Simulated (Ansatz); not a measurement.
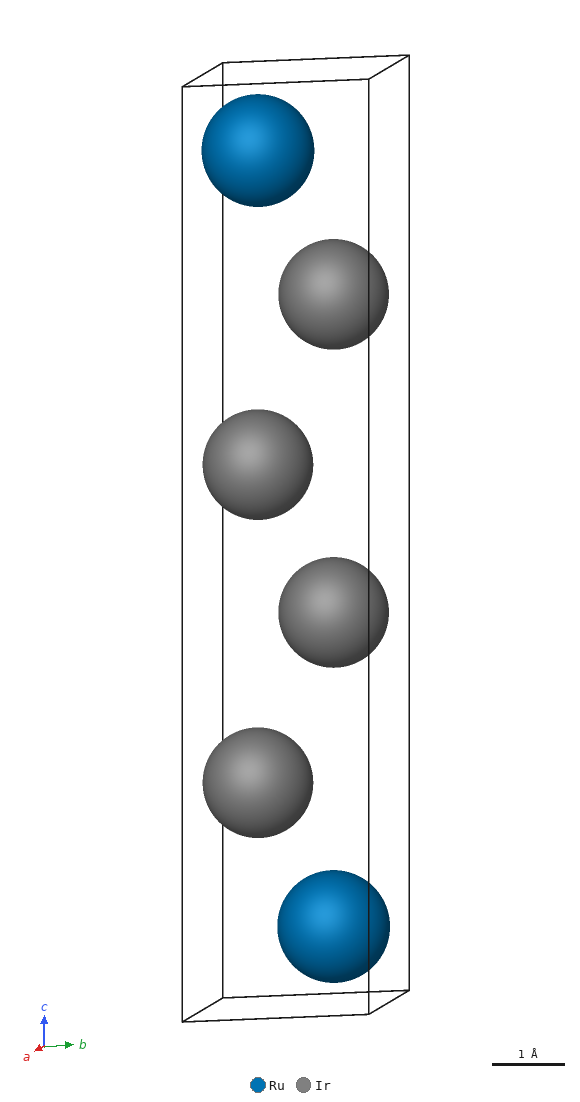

We look at a spheres-only model of the crystal slightly off an axis. One simulation cell is framed, with atoms on its boundary repeated.

```xyz
6
Lattice="2.7410 0.0000 0.0000 -1.3705 2.3738 0.0000 0.0000 0.0000 13.1729" Properties=species:S:1:pos:R:3 pbc="T T T"
Ru    1.3705    0.7913   12.1257
Ru    0.0000    1.5825    1.0472
Ir    1.3705    0.7913    3.2210
Ir    1.3705    0.7913    7.7017
Ir    0.0000    1.5825    9.9519
Ir    0.0000    1.5825    5.4712
```

Electronic-structure method: DFT PBE, scalar-relativistic, plane waves, PAW (Ansatz). Parameters: 420 eV cutoff, an 18×18×4 k-point grid, Gaussian smearing of 0.1 eV, no spin polarisation.

### Predict the Bader charges.

Ir -0.11 to -0.01 e; Ru +0.12 e. Little charge moves, as in a metallic or covalent solid.

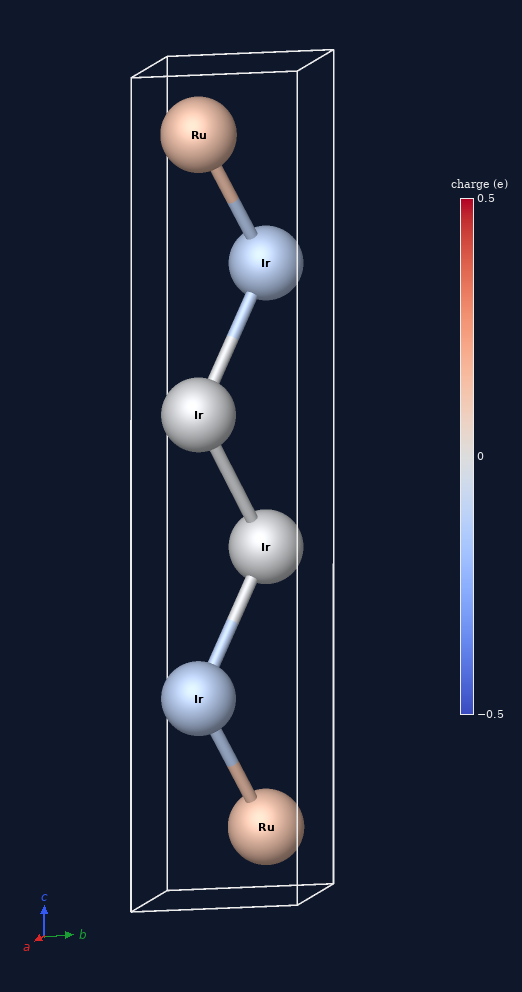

The atoms coloured by those charges.

The initial geometry was a structure type filled with these elements by a generator (whether the compound takes this form wasn't checked). Earlier steps of the study, as a rule a relaxation of our own, may have changed the cell and positions, so they can lie some per cent off the listed ones. Ansatz was used for an electronic-structure calculation on it.
